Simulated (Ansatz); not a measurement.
# G0W0 on several functionals: BaTiO3 (R3m), part 2 of 2

One-shot GW is not self-consistent; how far does the start matter for BaTiO3 (R3m)?

Ansatz 0.2.0; G0W0 on several functionals, plane waves, PAW. Known limits of the many-body steps: not at the basis limit; no spin-orbit coupling; coarse k mesh.

So far. Step 2 (G0W0 on LDA): The gap on the mesh goes from 2.35 eV to 4.09 eV, a correction of +1.74 eV. Between the two edge states, bare exchange in place of the xc potential would open the gap by 12.50 eV, and correlation takes back 10.76 eV.

In doubt: masses and optical values from hybrid runs of this build are listed as unsure (steps 3, 4), which bears on the screening that GW takes from such a start.

**3. G0W0 on HSE06**

The same correction from a different start measures what one shot leaves open.

This step: G0W0 on HSE06, plane waves, PAW.

The input, input.yaml:

```yaml
crystal:
  lattice:
    - [2.8273666084, 1.6323808724, 2.3183934932]
    - [-2.8273666084, 1.6323808724, 2.3183934932]
    - [0.0, -3.2647617449, 2.3183934932]
  atoms:
    - { symbol: Ba, position: [0.0, 0.0, 0.0] }
    - { symbol: Ti, position: [0.4845, 0.4845, 0.4845] }
    - { symbol: O, position: [0.5086, 0.5086, 0.0175] }
    - { symbol: O, position: [0.0175, 0.5086, 0.5086] }
    - { symbol: O, position: [0.5086, 0.0175, 0.5086] }
kpoints:
  mp_grid: { grid: [4, 4, 4] }
hamiltonian:
  xc: hse06
  pseudopotentials: { kind: paw, azcp: { folder: "./paw" } }
scf:
  occupations: { method: fixed }
gw:
  n_empty_bands: 236
  ecut_chi: 138
  qp_bands: [v2, c2]
  qp_kpoints: band_edges
  screening: { model: contour_deformation }
```

Run with:

```bash
$ ansatz run input.yaml --threads 3 --pin off --max-ram 92160MiB --backend cuda --events-out ev --progress --plain --runs-dir out --devices 1 --max-vram 13GiB
```

Numbers of over 12 decimals in the logs are rounded to 6 here.

Output:

```text
GPUs: using 1 of 1 available (devices: 1).
[...]
davidson cushion auto → on  (no smearing: the cushion is to keep the highest requested band from converging to the state above it; pin scf.eigensolver.cushion to override)
[...]
GPU FFT provider: cuFFT
GPU libraries: cuBLAS 13.8.2, cuFFT 12.4.0, cuSOLVER 12.3.4
Crystal: 5 atoms, lattice volume = 64.201 Å³
Basis set: ecut = 420 eV, 1237 PW (Γ)
Bands: 25, of which v1, the nominal top of the filled ones, is band 20 counted from 1 (19 counted from 0)
Symmetry: 6 space group operations
[...]
k-points: 13 of 64 (time reversal used)
[...]
GPU buffer pool allocated for 19683 grid points (all kernels)
[...]
SCF iter   1: F=—  HF=-10159.880214 eV  |F-HF|=—  |Δ(HF+E_count)|=         —  Δρ=4.69e-2  dr2=1.51e0  ethr=1.00e-1  ⟨swp⟩=4.6  Hψ=965  notcnv=0
[...]
SCF iter   6: F=-10159.764146 eV  HF=-10159.764151 eV  |F-HF|=4.42e-6  |Δ(HF+E_count)|=   1.08e-3  Δρ=3.08e-4  dr2=3.68e-5  ethr=2.66e-6  ⟨swp⟩=4.2  Hψ=969  notcnv=0  defer=1
SCF 1 stopped early in 6 iterations: F = -10159.764146 eV  dr2 = 3.68e-5
[...]
GPU FFT provider: cuFFT
GPU libraries: cuBLAS 13.8.2, cuFFT 12.4.0, cuSOLVER 12.3.4
[...]
GPU buffer pool allocated for 19683 grid points (all kernels)
[...]
Free energy (F): -10163.664796 eV
Frozen-core exchange: fock
[...]
Internal energy: -10163.664796 eV  (E = F + TS)
E sigma→0 (E₀):  -10163.664796 eV
Fermi energy:    9.171231 eV
[...]
--- Band table (eV; the first three rows and the last of 13) ---
  k-point 0: bands = [... 16 lower, 8.0053, 8.7041, 8.8117, 8.8117, 13.0610, 13.0610]
  k-point 1: bands = [... 16 lower, 7.6932, 7.9023, 8.5391, 8.5487, 13.1544, 13.8114]
  k-point 2: bands = [... 16 lower, 7.4467, 7.4833, 8.1959, 8.3068, 13.2353, 14.6286]
  k-point 12: bands = [... 16 lower, 6.7644, 9.1579, 9.1579, 9.1712, 15.2707, 15.4399]
  guard bands above this table: 3 of the run's 25 bands. The solve was not asked for them (output.publish_guard_bands: true or output.eigenvalues: true publishes all)
[...]
0    19      8.8117   -25.9693     3.8867   -22.3002  0.7729     9.0288     9.0293  root
     0    20      8.8117   -25.9693     3.8867   -22.3002  0.7729     9.0288     9.0293  root
     0    21     13.0610   -12.3132    -5.7531   -18.7621  0.7816    13.7620    13.7567  root
     0    22     13.0610   -12.3132    -5.7531   -18.7621  0.7816    13.7620    13.7567  root
     1    19      8.5391   -25.5130     3.8466   -21.8569  0.7715     8.7292     8.7296  root
     1    20      8.5487   -25.8811     3.9663   -22.1232  0.7713     8.7565     8.7570  root
     1    21     13.1544   -12.4958    -5.8166   -19.0135  0.7791    13.8611    13.8556  root
     1    22     13.8114   -13.2762    -5.9991   -20.0030  0.7674    14.5458    14.5391  root
[...]
12    19      9.1579   -25.8981     4.2688   -21.8743  0.7663     9.4022     9.4029  root
    12    20      9.1712   -25.9227     4.2788   -21.8899  0.7663     9.4165     9.4172  root
    12    21     15.2707   -14.0875    -6.8524   -21.6442  0.7357    15.9839    15.9750  root
    12    22     15.4399   -14.2028    -6.9258   -21.8386  0.7329    16.1590    16.1498  root
```

It took 52 s on 1 × NVIDIA H100 80GB HBM3 (shared by 6 runs) with 3 threads of AMD EPYC 7R13 (Zen 3), shared host; peak memory 1.5 GiB; 30 s of CPU time.

This step gave:

| Item | Value |
| --- | --- |
| bands summed | 256 |
| RPA ε∞ on this mesh (eigenvalues) | 4.092, 4.381, 4.381 |
| plane waves in the screening matrix | 251 |
| q-points in the mesh | 64 |
| G0W0 gap on the mesh | 4.340 eV |
| k of the valence top | -0.5, -0.5, -0.5 |
| k of the conduction bottom | 0, 0, 0 |
| starting gap on the mesh | 3.890 eV |
| Z at the valence top | 0.7663 |
| Z at the conduction bottom | 0.7816 |
| least direct G0W0 gap on the computed points | 4.727 eV |

Against the run with 4×4×4 mesh, 236 empty bands, screening to 138 eV on LDA, the gap moves by +0.25 eV, while the start moved by +1.54 eV.

**4. G0W0 on PBE0**

This step: G0W0 on PBE0, plane waves, PAW.

Changes to input.yaml since step 3:

```diff
@@ -14,3 +14,3 @@
 hamiltonian:
-  xc: hse06
+  xc: pbe0
   pseudopotentials: { kind: paw, azcp: { folder: "./paw" } }
```

Output:

```text
GPUs: using 1 of 1 available (devices: 1).
[...]
GPU FFT provider: cuFFT
GPU libraries: cuBLAS 13.8.2, cuFFT 12.4.0, cuSOLVER 12.3.4
Crystal: 5 atoms, lattice volume = 64.201 Å³
Basis set: ecut = 420 eV, 1237 PW (Γ)
Bands: 25, of which v1, the nominal top of the filled ones, is band 20 counted from 1 (19 counted from 0)
Symmetry: 6 space group operations
[...]
k-points: 13 of 64 (time reversal used)
[...]
1    21     13.5176   -12.4706    -5.6735   -18.6153  0.7917    13.9908    13.9887  root
     1    22     14.1847   -13.2558    -5.8436   -19.5992  0.7810    14.6872    14.6846  root
[...]
12    19      8.7668   -25.9035     4.1318   -22.2787  0.7795     9.2713     9.2737  root
    12    20      8.7798   -25.9278     4.1415   -22.2944  0.7795     9.2855     9.2879  root
    12    21     15.6613   -14.0786    -6.6484   -21.2270  0.7524    16.1648    16.1612  root
    12    22     15.8315   -14.1957    -6.7187   -21.4227  0.7499    16.3436    16.3398  root
[key lines of the parts left out:]
Free energy (F): -10163.151236 eV
Fermi energy:    8.779823 eV
```

It took 44 s on 1 × NVIDIA H100 80GB HBM3 (shared by 6 runs) with 3 threads; peak memory 1.5 GiB.

Numbers from this step:

* bands summed: 256
* RPA ε∞ on this mesh (eigenvalues): 3.853, 4.107, 4.107
* plane waves in the screening matrix: 251
* G0W0 gap on the mesh: 4.600 eV
* k of the valence top: -0.5, -0.5, -0.5
* k of the conduction bottom: 0, 0, 0
* starting gap on the mesh: 4.643 eV
* least direct G0W0 gap on the computed points: 4.982 eV

Against the run with 4×4×4 mesh, 236 empty bands, screening to 138 eV on HSE06, the gap moves by +0.26 eV, while the start moved by +0.75 eV.

**5. Side by side**

All on the 4×4×4 mesh with 236 empty bands and screening to 138 eV. Times are wall times on 1 × NVIDIA H100 80GB HBM3 (shared by 6 runs) with 3 threads of AMD EPYC 7R13 (Zen 3), shared host, good to a factor of about two.

| start | starting gap (eV) | shift (eV) | G0W0 gap (eV) | RPA ε∞ (harmonic mean) | Z (valence, conduction) | time |
| --- | --- | --- | --- | --- | --- | --- |
| LDA | 2.35 | +1.74 | 4.09 | 5.69 | 0.72, 0.74 | 23 s |
| HSE06 | 3.89 | +0.45 | 4.34 | 4.28 | 0.77, 0.78 | 52 s |
| PBE0 | 4.64 | −0.04 | 4.60 | 4.02 | 0.78, 0.79 | 44 s |

How the two edges are built up, in eV (the quasiparticle level is the starting level plus Σx plus Σc less Vxc):

| run | edge | start | Σx | Σc | Vxc | Z | QP |
| --- | --- | --- | --- | --- | --- | --- | --- |
| LDA | valence top | 9.82 | -25.76 | 4.61 | -20.90 | 0.72 | 9.56 |
| LDA | conduction bottom | 12.17 | -13.03 | -6.16 | -20.67 | 0.74 | 13.65 |
| HSE06 | valence top | 9.17 | -25.92 | 4.28 | -21.89 | 0.77 | 9.42 |
| HSE06 | conduction bottom | 13.06 | -12.31 | -5.75 | -18.76 | 0.78 | 13.76 |
| PBE0 | valence top | 8.78 | -25.93 | 4.14 | -22.29 | 0.78 | 9.29 |
| PBE0 | conduction bottom | 13.42 | -12.29 | -5.61 | -18.37 | 0.79 | 13.89 |

For a hybrid start, Vxc holds its share of exact exchange.

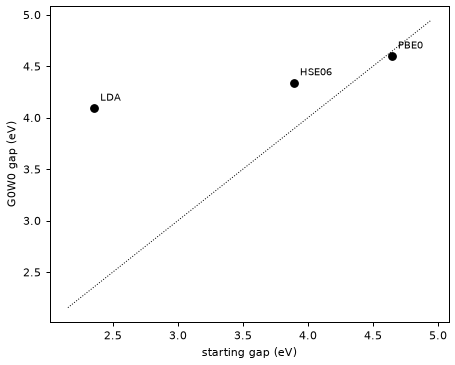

G0W0 gap against starting gap; on the dotted line the correction would vanish.

**6. Results**

| Item | Value |
| --- | --- |
| G0W0@LDA | 4.09 eV (start 2.35 eV) |
| G0W0@HSE06 | 4.34 eV (start 3.89 eV) |
| G0W0@PBE0 | 4.60 eV (start 4.64 eV) |
| known limits | not at the basis limit; no spin-orbit coupling; coarse k mesh |

What this shows: The starting gaps span 2.29 eV and the G0W0 gaps 0.51 eV. Between LDA and PBE0, 0.51 eV of the 2.29 eV survives, 22 %. PBE0 screens less than LDA (ε∞ 4.02 against 5.69). Of the 0.51 eV by which its G0W0 gap is higher, the correlation part gives +1.01 eV, and exchange with the one-particle terms, which follow the orbitals, −0.50 eV. The smallest correction, −0.04 eV, is on PBE0, the start nearest to reproducing itself. Bands and cutoff are finite, so the gap is not at the basis limit. The miss can reach some tenths of an eV and take either sign; the mesh is an error of its own. The 4×4×4 mesh is coarse for this cell (its supercell is 16 Å along the shortest edge). The RPA ε∞ on it, from the LDA start, is 5.39 and 5.86; such meshes misread the long-range screening, most where the gap is narrow. The program warns that the mesh is coarse for exact exchange, which bears on the hybrid start's gap. The many-body steps are scalar-relativistic: spin-orbit coupling is not in them.

[Paths, hosts, dates, memory and timing lines, banners, echoed tables and standing remarks are left out of the program output.]

[Logs are printed without paths, hosts, clocks, repeated set-up lines and the standing remarks that a program may print on its own settings, such as how far it seeks lower states.]

[Runs of the session that timed out or met a known fault of the program may be left out.]

[Cells called generated may have been cut or substituted from an entry of the Crystallography Open Database or the Materials Project.]

[Hosts, paths, dates, database ids (printed as entryN), source tags and the programs' standing remarks are cut or masked in the printed files.]
